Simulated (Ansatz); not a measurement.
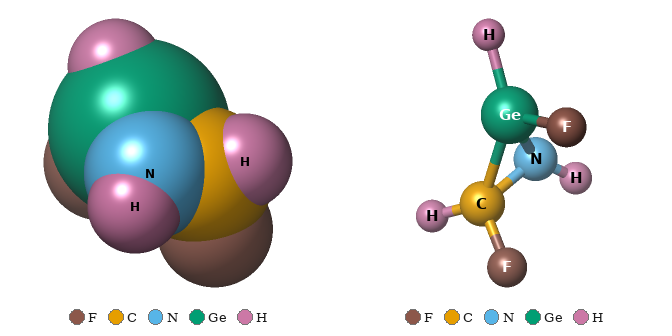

The same structure drawn twice, from different directions.

The computed structure is the end point of a PBE0-D4/def2-TZVP optimisation.

Which formula does it have?

Answer. CH3F2GeN, 8 atoms: 1 carbon, 3 hydrogen, 2 fluorine, 1 germanium and 1 nitrogen.

What is the point group of this geometry?

Answer. C1.

The parts below concern this one geometry. Atoms keep their numbers from picture to picture.

**Vibrations**

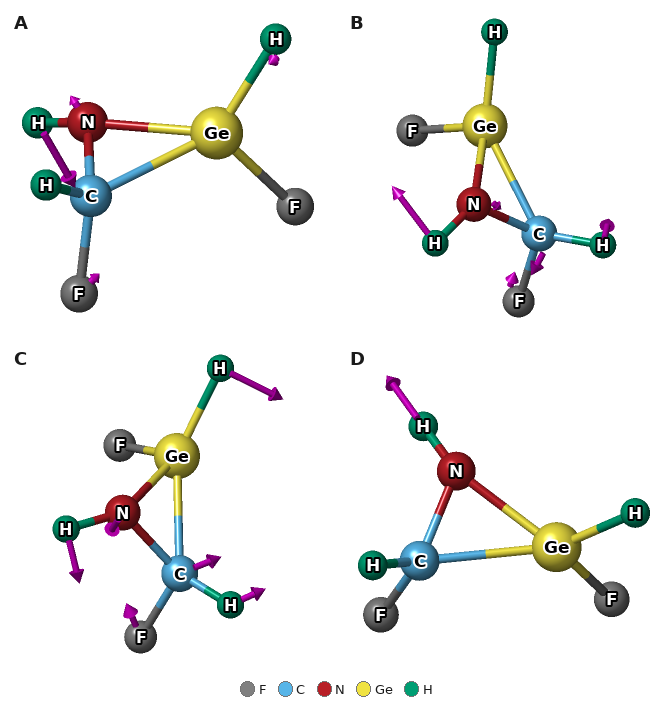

4 normal modes of one molecule or complex, as arrows. Harmonic vibrations computed with RKS PBE0-D4/def2-TZVP (Ansatz 0.2.0) at a stationary point of the same level.

Match the panels to the wavenumbers 263 cm⁻¹, 528 cm⁻¹, 983 cm⁻¹, 3603 cm⁻¹.

Answer. A: 263 cm⁻¹, Ge–N–H bending
B: 983 cm⁻¹
C: 528 cm⁻¹
D: 3603 cm⁻¹, N–H stretching

**Charges**

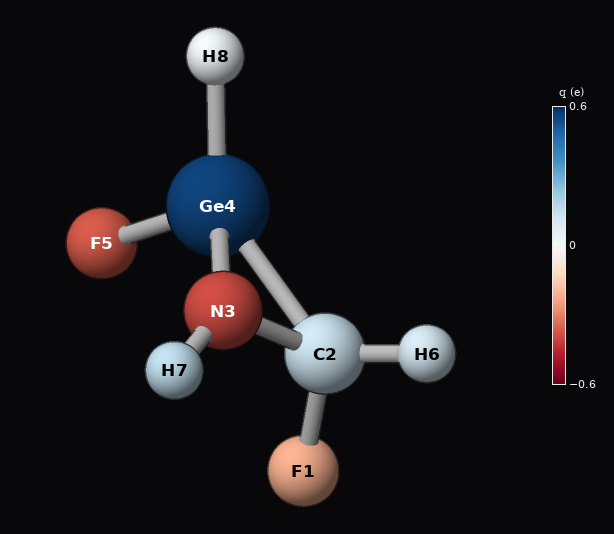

Atoms are coloured by their Mulliken charges. Level of theory: RKS B3LYP-D4/def2-TZVPP (Ansatz 0.2.0).

Which atom carries the highest charge (most positive or least negative)?

Answer. Ge4 (0.56 e).

And the lowest?

Answer. N3 (−0.39 e).

List the Mulliken charges.

```json
{"atom": "F1", "value (e)": "−0.22"}
{"atom": "C2", "value (e)": "0.13"}
{"atom": "N3", "value (e)": "−0.39"}
{"atom": "Ge4", "value (e)": "0.56"}
{"atom": "F5", "value (e)": "−0.37"}
{"atom": "H6", "value (e)": "0.11"}
{"atom": "H7", "value (e)": "0.15"}
{"atom": "H8", "value (e)": "0.03"}
```

**Levels of theory compared**

Program: Ansatz 0.2.0.

Compare HOMO energy (eV), HOMO–LUMO gap (eV) at these levels: B3LYP-D4/def2-TZVPP; BHLYP-D4/def2-TZVPP; CAM-B3LYP-D4/def2-TZVPP; PBE0-D4/def2-SVP; SPW92 (LDA)/def2-TZVPP; ωB97M-V/def2-QZVPP; ωB97X-V/def2-TZVPP.

```tsv
level	HOMO energy (eV)	HOMO–LUMO gap (eV)
B3LYP-D4/def2-TZVPP	−7.11	5.99
BHLYP-D4/def2-TZVPP	−8.49	8.56
CAM-B3LYP-D4/def2-TZVPP	−8.67	8.86
PBE0-D4/def2-SVP	−7.20	6.58
SPW92 (LDA)/def2-TZVPP	−6.22	4.31
ωB97M-V/def2-QZVPP	−9.56	10.45
ωB97X-V/def2-TZVPP	−9.61	10.94
```

**Thermal motion**

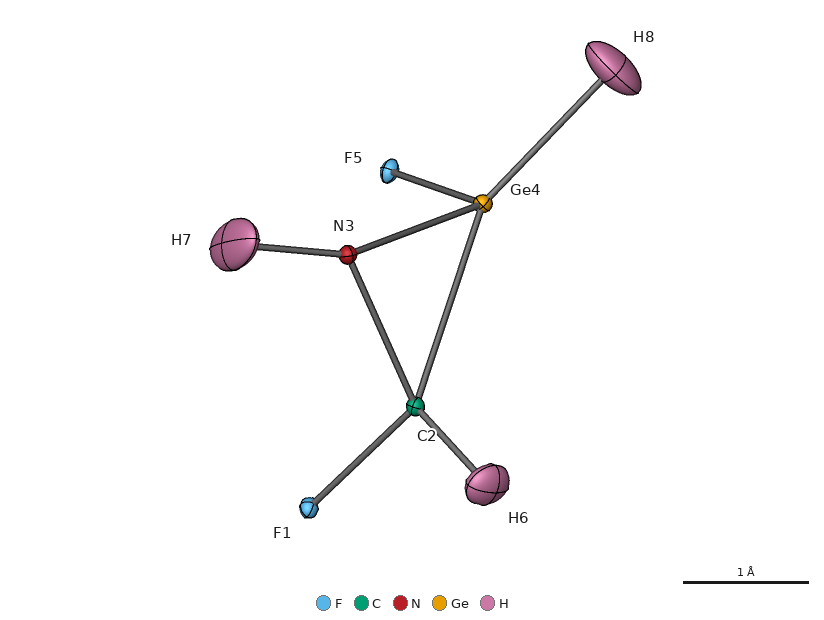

Displacement ellipsoids at the 50 % level, from the internal vibrations of the free molecule (harmonic, no overall translation or rotation; no half-axis is drawn under 0.075 Å). Vibrations computed with RKS PBE0-D4/def2-TZVP (Ansatz 0.2.0). Temperature: 0 K (zero-point motion alone).

Give the displacement parameters, one line for each set of equivalent atoms.

```tsv
atom	U_eq (Å²)	rms amplitudes (Å)
F1	0.0018	0.029, 0.030, 0.061
C2	0.0016	0.037, 0.039, 0.045
N3	0.0020	0.035, 0.038, 0.056
Ge4	0.00025	0.012, 0.015, 0.019
F5	0.0023	0.031, 0.040, 0.065
H6	0.0131	0.081, 0.116, 0.139
H7	0.0286	0.075, 0.135, 0.249
H8	0.0216	0.088, 0.152, 0.184
```

Mulliken values depend strongly on the basis set and can even reverse the polarity of a bond.
